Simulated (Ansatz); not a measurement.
**CCl2Sn (SMILES Cl[C]#[Sn][Cl]) (triplet): density, localisation and related maps**

```tsv
atom	x (Å)	y (Å)	z (Å)
C	-0.9864	-0.6501	-1.6836
Cl	-2.1543	-1.2071	-0.5745
Cl	1.5718	0.4411	-3.7345
Sn	1.2088	-0.3857	-1.4716
```

Geometry: BLYP-D3(BJ)/def2-SVP; core potentials replace the inner electrons of Sn.

Theory: isolated molecule in a Gaussian basis; Kohn-Sham density functional theory, functional PBE0 in Ansatz 0.2.0.

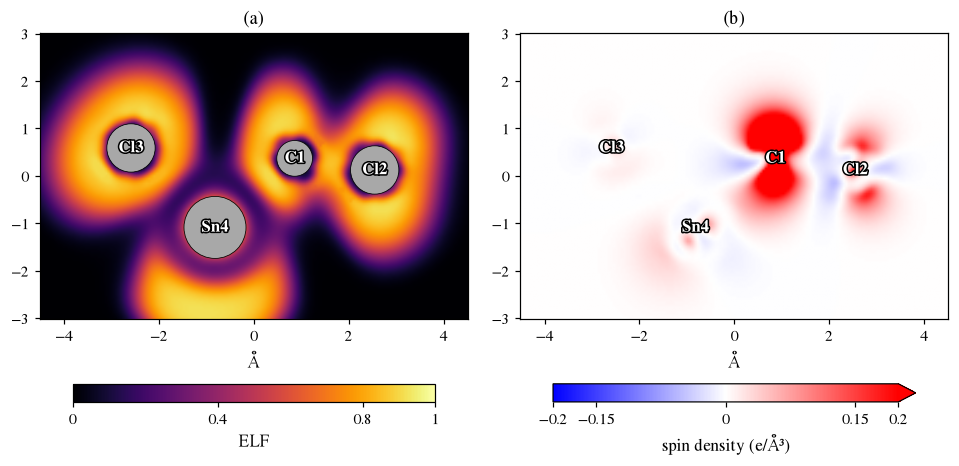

Figure 1. (a) electron localisation function; (b) spin density (α minus β) on the molecular plane. Grey discs cover the atomic cores in the ELF map.

### What do the fields say about this system?

- The section cuts through C, Cl and Sn sites.
- C–Cl (1.70 Å): the ELF peaks at about 0.85 between the atoms (a covalent bond).
- C–Sn (2.22 Å): the ELF peaks at about 0.90 in the valence shell of C, 0.6 Å from its nucleus, and drops to about 0.15 between the two atoms.
- Sn–Cl (2.44 Å): the ELF peaks at about 0.85 in the valence shell of Cl, 0.9 Å from its nucleus, and drops to about 0.15 between the two atoms.
- The ELF also peaks beside Cl2, Cl3 and C1, away from the bonds: non-bonding electrons, paired or unpaired.
- The unpaired spin (2 electrons) lies mostly on C1 (about 1.3), Sn4 (about 0.4) and Cl2 (about 0.3), in electrons by Hirshfeld's partition.

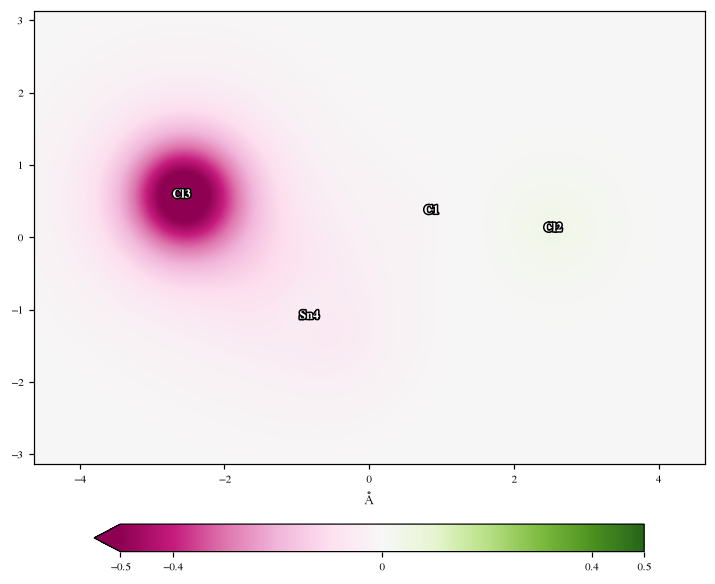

Figure 2. The HOMO−1 (β) on a plane 0.8 Å above the molecular plane (values in Å⁻³ᐟ²; the overall sign is arbitrary).

### What is the character of this orbital?

Its weight (Hirshfeld) is mainly on Cl3 (about 90 %); it changes sign across the molecular plane (π type). Its energy is −8.88 eV.

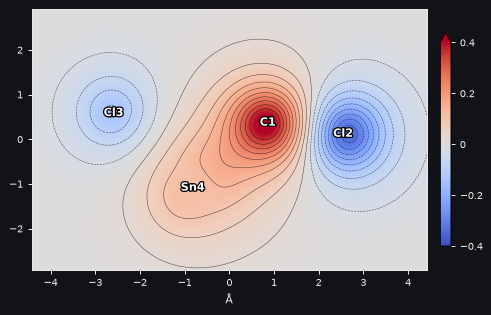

Figure 3. The HOMO−1 (α) on a plane 0.8 Å above the molecular plane (values in Å⁻³ᐟ²; the overall sign is arbitrary).

### Describe this orbital and give its energy.

It lies mainly on C1 (about 50 %), Cl2 (about 25 %) and Sn4 (about 20 %); it changes sign across the molecular plane (π type); π-bonding across C1–Sn4; π-antibonding (a node) across C1–Cl2. Its energy is −6.74 eV.
